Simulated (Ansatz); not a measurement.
**H₂S + Si₂H₅ radical: a complex and its separated parts, part 1 of 2**

The complex below is one end of an elementary step. How strongly is it bound against its free parts?

Program: Ansatz 0.2.0, Gaussian basis. Level of theory: PBE0-D4/def2-TZVP structures, single points in def2-TZVPP, no counterpoise correction. These are calculated values, not measurements.

Levels: SPW92, PBE-D4, BLYP-D4, r2SCAN-D4, B97M-V, PBE0-D4, B3LYP-D4, r2SCAN0-D4, BHLYP-D4, CAM-B3LYP-D4, wB97X-V, wB97M-V, B2PLYP, PBE-QIDH, RPA on PBE, Hartree-Fock, MP2, CCSD, CCSD(T).

Cores are frozen in the correlated methods. Orbitals are unrestricted. B3LYP uses VWN-RPA correlation. B2PLYP carries no dispersion term here.

94 further runs of the same task are left out: 94 set aside as unsound or not needed. Runs told in other sessions of the task aren't counted.

**1. Where the work starts**

The complex: 10 atoms, charge 0, spin multiplicity 2.

Atoms are counted from 1 here; the program's logs count them from 0.

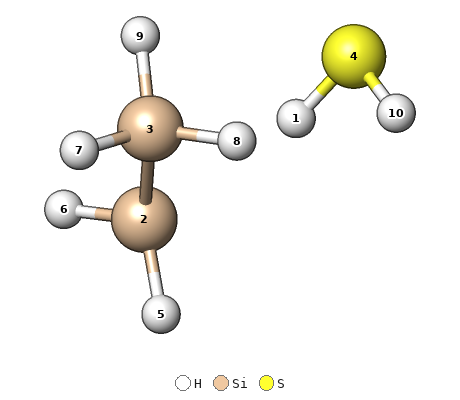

The starting geometry (hydrogen white, silicon light orange, sulfur yellow); atoms are numbered from 1 in the order of the file.

Coordinates:

```tsv
atom	x (Å)	y (Å)	z (Å)
H1	-1.15177	-1.02553	-1.48897
Si2	0.47929	1.25791	-0.81261
Si3	0.81874	0.06370	1.15545
S4	-1.66507	-2.18150	-1.02423
H5	-0.25753	2.54082	-0.64940
H6	1.69912	1.47172	-1.63767
H7	1.69990	0.80947	2.09833
H8	-0.49473	-0.16137	1.81172
H9	1.45252	-1.23911	0.83283
H10	-2.58056	-1.53621	-0.28546
```

Its parts: H₂S holds atoms 1, 4, 10; Si₂H₅ radical holds atoms 2, 3, 5, 6, 7, 8, 9. Each part counts its atoms afresh in its own runs.

**2. Relaxing H₂S alone**

Contents of relax-a/in.yaml:

```yaml
crystal:
  periodic: [false, false, false]
  atoms:
    - {symbol: H, position_ang: [-1.151772, -1.025530, -1.488969]}
    - {symbol: S, position_ang: [-1.665070, -2.181501, -1.024229]}
    - {symbol: H, position_ang: [-2.580560, -1.536207, -0.285461]}
basis:
  gaussian: {orbitals: def2-TZVP}
hamiltonian: {xc: pbe0, dispersion: d4}
relax: {f_tol: 0.005, max_steps: 200}
```

The run is started by

```bash
$ ansatz run in.yaml --threads 4 --pin off --events-out ev --progress --plain --max-ram 9574MiB
```

Output, cut to the lines that bear on the results:

```text
Functional definition: PBE0
  name "PBE0"
  cite "Adamo & Barone, J. Chem. Phys. 110, 6158 (1999) doi:10.1063/1.478522"
  cite "Perdew, Burke & Ernzerhof, Phys. Rev. Lett. 77, 3865 (1996) doi:10.1103/PhysRevLett.77.3865"
  parent pbe
[...]
359 factors; their error is unknown
[...]
mean field -10864.44994220 eV, -399.2611711871 hartree, gradient 2.9e-5 eV, S^2 0.000000; 0 other end points of the search recorded, 0 dependent functions left out
[...]
reference -10864.44995873 eV, -399.2611717947 hartree; 9, 9 occupied and 40, 40 virtual orbitals, 359 factors
[...]
359 factors; their error is unknown
[...]
mean field -10864.45046311 eV, -399.2611903301 hartree, gradient 1.1e-5 eV, S^2 0.000000; 1 other end points of the search recorded, 0 dependent functions left out
[...]
reference -10864.45047962 eV, -399.2611909370 hartree; 9, 9 occupied and 40, 40 virtual orbitals, 359 factors
Total energy: -10864.46265925 eV, -399.2616385303 hartree
Atom 0 at    -1.152830    -1.028201    -1.488002 Å, force     0.001493     0.000936    -0.001271 eV/Å
Atom 1 at    -1.664096    -2.178608    -1.025134 Å, force    -0.000491    -0.000286     0.000417 eV/Å
Atom 2 at    -2.580477    -1.536430    -0.285523 Å, force    -0.001002    -0.000650     0.000854 eV/Å
Dipole moment:    -0.052753     0.233440     0.036037 e Å
```

Wall time 0.65 s (4 threads of Arm Neoverse V1, shared host).

Step by step:

```tsv
step	energy from step 1 (eV)	largest force component (eV/Å)
1	0.0000	0.1544
2	-0.0004	0.0554
3	-0.0005	0.0015
```

Distances of close pairs at the start and the end, largest changes first:

```tsv
bond	before (Å)	after (Å)	change (Å)
H1–S2	1.347	1.341	-0.006
S2–H3	1.342	1.341	-0.000
```

**3. Relaxing Si₂H₅ radical alone**

Contents of relax-b/in.yaml:

```yaml
crystal:
  periodic: [false, false, false]
  atoms:
    - {symbol: Si, position_ang: [0.479291, 1.257906, -0.812609]}
    - {symbol: Si, position_ang: [0.818737, 0.063700, 1.155450]}
    - {symbol: H, position_ang: [-0.257534, 2.540822, -0.649398]}
    - {symbol: H, position_ang: [1.699119, 1.471722, -1.637666]}
    - {symbol: H, position_ang: [1.699896, 0.809467, 2.098330]}
    - {symbol: H, position_ang: [-0.494731, -0.161369, 1.811724]}
    - {symbol: H, position_ang: [1.452523, -1.239112, 0.832830]}
basis:
  gaussian: {orbitals: def2-TZVP}
magnetization: {spin_polarized: true, initial_magnetization: 1}
hamiltonian: {xc: pbe0, dispersion: d4}
relax: {f_tol: 0.005, max_steps: 200}
```

The run is started by

```bash
$ ansatz run in.yaml --threads 4 --pin off --events-out ev --progress --plain --max-ram 9574MiB
```

Output, cut to the lines that bear on the results:

```text
[... 5 set-up lines as earlier in the session ...]
[...]
756 factors; their error is unknown
[...]
mean field -15828.74936505 eV, -581.6958100539 hartree, gradient 1.8e-5 eV, S^2 0.754669; 0 other end points of the search recorded, 0 dependent functions left out
[...]
Atom 3 at     1.699484     1.470479    -1.635459 Å, force     0.000579    -0.000429     0.000407 eV/Å
Atom 4 at     1.702981     0.802088     2.108648 Å, force    -0.000208    -0.000619    -0.000561 eV/Å
Atom 5 at    -0.491409    -0.163906     1.809589 Å, force    -0.000039    -0.000664     0.000416 eV/Å
Atom 6 at     1.448785    -1.233626     0.832166 Å, force     0.000560    -0.000716    -0.000778 eV/Å
Dipole moment:     0.002743    -0.003590     0.008276 e Å
```

Wall time 5 s (4 threads of Arm Neoverse V1, shared host).

Step by step:

```tsv
step	energy from step 1 (eV)	largest force component (eV/Å)
1	0.0000	0.1575
2	-0.0012	0.0344
3	-0.0015	0.0091
4	-0.0015	0.0023
```

Close pairs (by a distance rule), those that changed most:

```tsv
bond	before (Å)	after (Å)	change (Å)
Si1–Si2	2.327	2.324	-0.002
Si2–H7	1.484	1.487	+0.002
Si2–H6	1.485	1.487	+0.001
Si2–H5	1.491	1.490	-0.001
Si1–H4	1.488	1.488	+0.000
Si1–H3	1.488	1.488	+0.000
```

**4. SPW92/def2-TZVPP**

Contents of parta/in.yaml:

```yaml
crystal:
  periodic: [false, false, false]
  atoms:
    - {symbol: H, position_ang: [-1.152830, -1.028201, -1.488002]}
    - {symbol: S, position_ang: [-1.664096, -2.178608, -1.025134]}
    - {symbol: H, position_ang: [-2.580477, -1.536430, -0.285523]}
basis:
  gaussian: {orbitals: def2-TZVPP}
hamiltonian: {xc: lda}
```

Contents of partb/in.yaml:

```yaml
crystal:
  periodic: [false, false, false]
  atoms:
    - {symbol: Si, position_ang: [0.473136, 1.253470, -0.820304]}
    - {symbol: Si, position_ang: [0.820839, 0.075145, 1.152949]}
    - {symbol: H, position_ang: [-0.256514, 2.539485, -0.648927]}
    - {symbol: H, position_ang: [1.699484, 1.470479, -1.635459]}
    - {symbol: H, position_ang: [1.702981, 0.802088, 2.108648]}
    - {symbol: H, position_ang: [-0.491409, -0.163906, 1.809589]}
    - {symbol: H, position_ang: [1.448785, -1.233626, 0.832166]}
basis:
  gaussian: {orbitals: def2-TZVPP}
magnetization: {spin_polarized: true, initial_magnetization: 1}
hamiltonian: {xc: lda}
```

One command serves all of them, each in its own folder.

The run is started by

```bash
$ ansatz run in.yaml --threads 4 --pin off --events-out ev --progress --plain --max-ram 9574MiB
```

Log of parta, cut to the lines that bear on the results:

```text
Functional definition: SPW92
  name "SPW92"
  cite "Dirac, Proc. Camb. Phil. Soc. 26, 376 (1930) doi:10.1017/S0305004100016108"
  cite "Slater, Phys. Rev. 81, 385 (1951) doi:10.1103/PhysRev.81.385"
  cite "Perdew & Wang, Phys. Rev. B 45, 13244 (1992) doi:10.1103/PhysRevB.45.13244"
[...]
402 factors; their error is unknown
[...]
mean field -10830.30344562 eV, -398.0063105832 hartree, gradient 3.3e-5 eV, S^2 0.000000; 0 other end points of the search recorded, 0 dependent functions left out
reference -10830.30346646 eV, -398.0063113492 hartree; 9, 9 occupied and 61, 61 virtual orbitals, 402 factors
Total energy: -10830.30346646 eV, -398.0063113492 hartree
```

partb printed, cut to the lines that bear on the results:

```text
[... 5 set-up lines as earlier in the session ...]
[...]
871 factors; their error is unknown
[...]
mean field -15770.79209923 eV, -579.5659198198 hartree, gradient 1.7e-5 eV, S^2 0.751918; 0 other end points of the search recorded, 0 dependent functions left out
reference -15770.79213823 eV, -579.5659212532 hartree; 17, 16 occupied and 137, 138 virtual orbitals, 871 factors
Total energy: -15770.79213823 eV, -579.5659212532 hartree
```

Times: 0.15 s (parta), 0.65 s (partb) on 4 threads of Arm Neoverse V1, shared host.

**5. PBE-D4/def2-TZVPP**

Each input of step 4 (parta, partb) changes in the same lines:

```diff
-hamiltonian: {xc: lda}
+hamiltonian: {xc: pbe, dispersion: d4}
```

The same command starts each run, in its folder.

The run is started by

```bash
$ ansatz run in.yaml --threads 4 --pin off --events-out ev --progress --plain --max-ram 9574MiB
```

Output in parta, cut to the lines that bear on the results:

```text
Functional definition: PBE
  name "PBE"
[... 2 set-up lines as earlier in the session ...]
[...]
402 factors; their error is unknown
[...]
mean field -10863.54268431 eV, -399.2278300746 hartree, gradient 4.9e-5 eV, S^2 0.000000; 0 other end points of the search recorded, 0 dependent functions left out
reference -10863.54270656 eV, -399.2278308924 hartree; 9, 9 occupied and 61, 61 virtual orbitals, 402 factors
Total energy: -10863.55774350 eV, -399.2283834899 hartree
```

Output in partb, cut to the lines that bear on the results:

```text
[... 4 set-up lines as earlier in the session ...]
[...]
871 factors; their error is unknown
[...]
mean field -15827.06517987 eV, -581.6339173902 hartree, gradient 4.2e-5 eV, S^2 0.753775; 0 other end points of the search recorded, 0 dependent functions left out
reference -15827.06522262 eV, -581.6339189611 hartree; 17, 16 occupied and 137, 138 virtual orbitals, 871 factors
Total energy: -15827.18845945 eV, -581.6384478310 hartree
```

Wall times: 0.2 s (parta), 1.1 s (partb) on 4 threads of Arm Neoverse V1, shared host.

**6. BLYP-D4/def2-TZVPP**

The same edit goes into each in.yaml of step 5 (parta, partb):

```diff
-hamiltonian: {xc: pbe, dispersion: d4}
+hamiltonian: {xc: {name: BLYP}, dispersion: d4}
```

One command serves all of them, each in its own folder.

The run is started by

```bash
$ ansatz run in.yaml --threads 4 --pin off --events-out ev --progress --plain --max-ram 9574MiB
```

Log of parta, cut to the lines that bear on the results:

```text
Functional definition: BLYP
  name "BLYP"
  cite "Becke, Phys. Rev. A 38, 3098 (1988) doi:10.1103/PhysRevA.38.3098"
  cite "Lee, Yang & Parr, Phys. Rev. B 37, 785 (1988) doi:10.1103/PhysRevB.37.785"
[...]
402 factors; their error is unknown
[...]
mean field -10868.21004540 eV, -399.3993524310 hartree, gradient 3.1e-5 eV, S^2 0.000000; 0 other end points of the search recorded, 0 dependent functions left out
reference -10868.21025926 eV, -399.3993602902 hartree; 9, 9 occupied and 61, 61 virtual orbitals, 402 factors
Total energy: -10868.24595177 eV, -399.4006719659 hartree
```

partb printed, cut to the lines that bear on the results:

```text
[... 4 set-up lines as earlier in the session ...]
[...]
871 factors; their error is unknown
[...]
mean field -15835.11018248 eV, -581.9295657829 hartree, gradient 2.8e-5 eV, S^2 0.752577; 0 other end points of the search recorded, 0 dependent functions left out
reference -15835.11052596 eV, -581.9295784058 hartree; 17, 16 occupied and 137, 138 virtual orbitals, 871 factors
Total energy: -15835.37994992 eV, -581.9394795535 hartree
```

Times: 0.2 s (parta), 1.1 s (partb) on 4 threads of Arm Neoverse V1, shared host.

**7. r2SCAN-D4/def2-TZVPP**

The same edit goes into each in.yaml of step 6 (parta, partb):

```diff
-hamiltonian: {xc: {name: BLYP}, dispersion: d4}
+hamiltonian: {xc: r2scan, dispersion: d4}
```

The same command starts each run, in its folder.

The run is started by

```bash
$ ansatz run in.yaml --threads 4 --pin off --events-out ev --progress --plain --max-ram 9574MiB
```

parta printed, cut to the lines that bear on the results:

```text
Functional definition: r2SCAN
  name "r2SCAN"
  cite "Furness, Kaplan, Ning, Perdew & Sun, J. Phys. Chem. Lett. 11, 8208 (2020) doi:10.1021/acs.jpclett.0c02405"
  cite "Furness, Kaplan, Ning, Perdew & Sun, J. Phys. Chem. Lett. 11, 9248 (2020) doi:10.1021/acs.jpclett.0c03077"
  parent r2scan
[...]
402 factors; their error is unknown
[...]
mean field -10867.52471592 eV, -399.3741670374 hartree, gradient 2.9e-5 eV, S^2 0.000000; 0 other end points of the search recorded, 0 dependent functions left out
reference -10867.52472262 eV, -399.3741672834 hartree; 9, 9 occupied and 61, 61 virtual orbitals, 402 factors
Total energy: -10867.52807092 eV, -399.3742903312 hartree
```

partb printed, cut to the lines that bear on the results:

```text
[... 5 set-up lines as earlier in the session ...]
[...]
871 factors; their error is unknown
[...]
mean field -15834.04484337 eV, -581.8904152927 hartree, gradient 4.6e-5 eV, S^2 0.757286; 0 other end points of the search recorded, 0 dependent functions left out
reference -15834.04485924 eV, -581.8904158760 hartree; 17, 16 occupied and 137, 138 virtual orbitals, 871 factors
Total energy: -15834.07284011 eV, -581.8914441541 hartree
```

Wall times: 0.55 s (parta), 2.4 s (partb) on 4 threads of Arm Neoverse V1, shared host.

**8. B97M-V/def2-TZVPP**

Each input of step 7 (parta, partb) changes in the same lines:

```diff
-hamiltonian: {xc: r2scan, dispersion: d4}
+hamiltonian: {xc: {name: B97M-V}}
```

One command serves all of them, each in its own folder.

The run is started by

```bash
$ ansatz run in.yaml --threads 4 --pin off --events-out ev --progress --plain --max-ram 9574MiB
```

Output in parta, cut to the lines that bear on the results:

```text
Functional definition: B97M-V
  name "B97M-V"
  cite "Mardirossian & Head-Gordon, J. Chem. Phys. 142, 074111 (2015) doi:10.1063/1.4907719"
  cite "Becke, J. Chem. Phys. 107, 8554 (1997) doi:10.1063/1.475007"
  cite "Vydrov & Van Voorhis, J. Chem. Phys. 133, 244103 (2010) doi:10.1063/1.3521275"
  # Of w^i u^j: cxij and so on, Table III.
[...]
  gx(w, u) = cx00 + cx01*u + cx02*u^2 + (cx10 + cx11*u)*w
[...]
  gos(w, u) = cos00 + cos01*u + cos03*u^3 + cos10*w + cos32*w^3*u^2
[...]
      + integral(e_c_pw_mod_opposite_spin*gos(b97_w_opposite, b97_u_opposite)) + vv10(b, c)
402 factors; their error is unknown
[...]
mean field -10865.55703006 eV, -399.3018559157 hartree, gradient 2.5e-5 eV, S^2 0.000000; 0 other end points of the search recorded, 0 dependent functions left out
reference -10865.55706471 eV, -399.3018571890 hartree; 9, 9 occupied and 61, 61 virtual orbitals, 402 factors
Total energy: -10865.55706471 eV, -399.3018571890 hartree
```

Output in partb, cut to the lines that bear on the results:

```text
[... 5 set-up lines as earlier in the session ...]
  # Of w^i u^j: cxij and so on, Table III.
[...]
  gx(w, u) = cx00 + cx01*u + cx02*u^2 + (cx10 + cx11*u)*w
[...]
  gos(w, u) = cos00 + cos01*u + cos03*u^3 + cos10*w + cos32*w^3*u^2
[...]
      + integral(e_c_pw_mod_opposite_spin*gos(b97_w_opposite, b97_u_opposite)) + vv10(b, c)
871 factors; their error is unknown
[...]
mean field -15831.50296736 eV, -581.7970030722 hartree, gradient 3.5e-5 eV, S^2 0.754606; 0 other end points of the search recorded, 0 dependent functions left out
reference -15831.50303197 eV, -581.7970054469 hartree; 17, 16 occupied and 137, 138 virtual orbitals, 871 factors
Total energy: -15831.50303197 eV, -581.7970054469 hartree
```

Times: 0.65 s (parta), 4.3 s (partb) on 4 threads of Arm Neoverse V1, shared host.

**9. PBE0-D4/def2-TZVPP**

The same edit goes into each in.yaml of step 8 (parta, partb):

```diff
-hamiltonian: {xc: {name: B97M-V}}
+hamiltonian: {xc: pbe0, dispersion: d4}
+output: {orbitals: {seedname: orbitals}}
```

One command serves all of them, each in its own folder.

The run is started by

```bash
$ ansatz run in.yaml --threads 4 --pin off --events-out ev --progress --plain --max-ram 9574MiB
```

Output in parta, cut to the lines that bear on the results:

```text
[... 5 set-up lines as earlier in the session ...]
[...]
433 factors; their error is unknown
[...]
mean field -10864.48423552 eV, -399.2624314435 hartree, gradient 4.8e-6 eV, S^2 0.000000; 0 other end points of the search recorded, 0 dependent functions left out
reference -10864.48425214 eV, -399.2624320542 hartree; 9, 9 occupied and 61, 61 virtual orbitals, 433 factors
Total energy: -10864.49643178 eV, -399.2628796476 hartree
```

Log of partb, cut to the lines that bear on the results:

```text
[... 5 set-up lines as earlier in the session ...]
[...]
877 factors; their error is unknown
[...]
mean field -15828.77544023 eV, -581.6967682993 hartree, gradient 7.0e-5 eV, S^2 0.754605; 0 other end points of the search recorded, 0 dependent functions left out
reference -15828.77547248 eV, -581.6967694843 hartree; 17, 16 occupied and 137, 138 virtual orbitals, 877 factors
Total energy: -15828.87933084 eV, -581.7005862086 hartree
```

Times: 0.25 s (parta), 1.6 s (partb) on 4 threads of Arm Neoverse V1, shared host.

**10. B3LYP-D4/def2-TZVPP**

The same edit goes into each in.yaml of step 9 (parta, partb):

```diff
-hamiltonian: {xc: pbe0, dispersion: d4}
-output: {orbitals: {seedname: orbitals}}
+hamiltonian: {xc: {name: B3LYP}, dispersion: d4}
```

Each run has its own folder and the same command.

The run is started by

```bash
$ ansatz run in.yaml --threads 4 --pin off --events-out ev --progress --plain --max-ram 9574MiB
```

Output in parta, cut to the lines that bear on the results:

```text
Functional definition: B3LYP
  name "B3LYP"
  cite "Stephens, Devlin, Chabalowski & Frisch, J. Phys. Chem. 98, 11623 (1994) doi:10.1021/j100096a001"
[... 2 set-up lines as earlier in the session ...]
  cite "Vosko, Wilk & Nusair, Can. J. Phys. 58, 1200 (1980) doi:10.1139/p80-159"
[...]
414 factors; their error is unknown
[...]
mean field -10868.95565229 eV, -399.4267529789 hartree, gradient 6.1e-6 eV, S^2 0.000000; 0 other end points of the search recorded, 0 dependent functions left out
reference -10868.95581001 eV, -399.4267587751 hartree; 9, 9 occupied and 61, 61 virtual orbitals, 414 factors
Total energy: -10868.98024547 eV, -399.4276567617 hartree
```

partb printed, cut to the lines that bear on the results:

```text
[... 6 set-up lines as earlier in the session ...]
[...]
877 factors; their error is unknown
[...]
mean field -15836.88933305 eV, -581.9949483605 hartree, gradient 7.4e-5 eV, S^2 0.753103; 0 other end points of the search recorded, 0 dependent functions left out
reference -15836.88958969 eV, -581.9949577919 hartree; 17, 16 occupied and 137, 138 virtual orbitals, 877 factors
Total energy: -15837.09082816 eV, -582.0023531693 hartree
```

Times: 0.25 s (parta), 1.5 s (partb) on 4 threads of Arm Neoverse V1, shared host.

**11. r2SCAN0-D4/def2-TZVPP**

The same edit goes into each in.yaml of step 10 (parta, partb):

```diff
-hamiltonian: {xc: {name: B3LYP}, dispersion: d4}
+hamiltonian: {xc: {name: r2SCAN0}, dispersion: d4}
```

One command serves all of them, each in its own folder.

The run is started by

```bash
$ ansatz run in.yaml --threads 4 --pin off --events-out ev --progress --plain --max-ram 9574MiB
```

parta printed, cut to the lines that bear on the results:

```text
Functional definition: r2SCAN0
  name "r2SCAN0"
  cite "Bursch, Neugebauer, Ehlert & Grimme, J. Chem. Phys. 156, 134105 (2022) doi:10.1063/5.0086040"
[... 3 set-up lines as earlier in the session ...]
[...]
433 factors; their error is unknown
[...]
mean field -10867.41046428 eV, -399.3699683669 hartree, gradient 1.3e-5 eV, S^2 0.000000; 0 other end points of the search recorded, 0 dependent functions left out
reference -10867.41046962 eV, -399.3699685633 hartree; 9, 9 occupied and 61, 61 virtual orbitals, 433 factors
Total energy: -10867.41432771 eV, -399.3701103453 hartree
```

Log of partb, cut to the lines that bear on the results:

```text
[... 6 set-up lines as earlier in the session ...]
[...]
877 factors; their error is unknown
[...]
mean field -15833.87220789 eV, -581.8840710561 hartree, gradient 8.3e-5 eV, S^2 0.757163; 0 other end points of the search recorded, 0 dependent functions left out
reference -15833.87222042 eV, -581.8840715162 hartree; 17, 16 occupied and 137, 138 virtual orbitals, 877 factors
Total energy: -15833.90592187 eV, -581.8853100217 hartree
```

Wall times: 0.55 s (parta), 2.8 s (partb) on 4 threads of Arm Neoverse V1, shared host.

**12. BHLYP-D4/def2-TZVPP**

The same edit goes into each in.yaml of step 11 (parta, partb):

```diff
-hamiltonian: {xc: {name: r2SCAN0}, dispersion: d4}
+hamiltonian: {xc: {name: BHLYP}, dispersion: d4}
```

One command serves all of them, each in its own folder.

The run is started by

```bash
$ ansatz run in.yaml --threads 4 --pin off --events-out ev --progress --plain --max-ram 9574MiB
```

parta printed, cut to the lines that bear on the results:

```text
Functional definition: BHLYP
  name "BHLYP"
  cite "Becke, J. Chem. Phys. 98, 1372 (1993) doi:10.1063/1.464304"
[... 2 set-up lines as earlier in the session ...]
[...]
453 factors; their error is unknown
[...]
mean field -10868.25162083 eV, -399.4008802999 hartree, gradient 1.3e-5 eV, S^2 0.000000; 0 other end points of the search recorded, 0 dependent functions left out
reference -10868.25172753 eV, -399.4008842211 hartree; 9, 9 occupied and 61, 61 virtual orbitals, 453 factors
Total energy: -10868.26805483 eV, -399.4014842382 hartree
```

partb printed, cut to the lines that bear on the results:

```text
[... 5 set-up lines as earlier in the session ...]
[...]
915 factors; their error is unknown
[...]
mean field -15835.51536389 eV, -581.9444559250 hartree, gradient 2.8e-5 eV, S^2 0.754174; 0 other end points of the search recorded, 0 dependent functions left out
reference -15835.51553738 eV, -581.9444623008 hartree; 17, 16 occupied and 137, 138 virtual orbitals, 915 factors
Total energy: -15835.68264944 eV, -581.9506035556 hartree
```

Wall times: 0.25 s (parta), 1.5 s (partb) on 4 threads of Arm Neoverse V1, shared host.

(Continued in part 2 of 2.)
